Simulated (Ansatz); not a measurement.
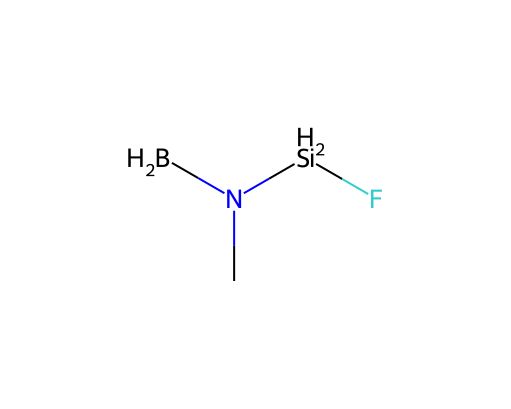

Structural formula above. The computed structure is the end point of a PBE-D4/def2-SVP optimisation. No frequency run is at hand to confirm it as a minimum.

What does the molecule look like in three dimensions?

The molecule is CH₇BFNSi. SMILES: `BN(C)[SiH2]F`. It has no ring. Among its groups: Si–H bond, Si–N bond, B–H bond. This geometry has C1 symmetry. Coordination: 1 B trigonal planar; 1 N trigonal planar; 1 C tetrahedral; 1 Si tetrahedral.

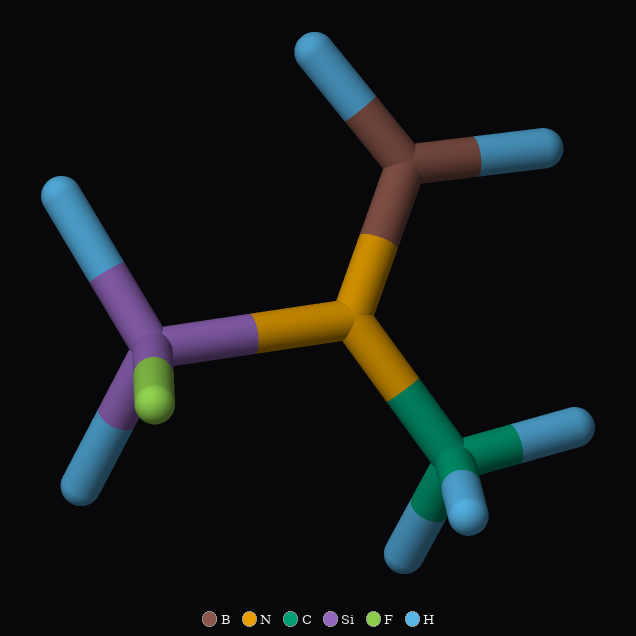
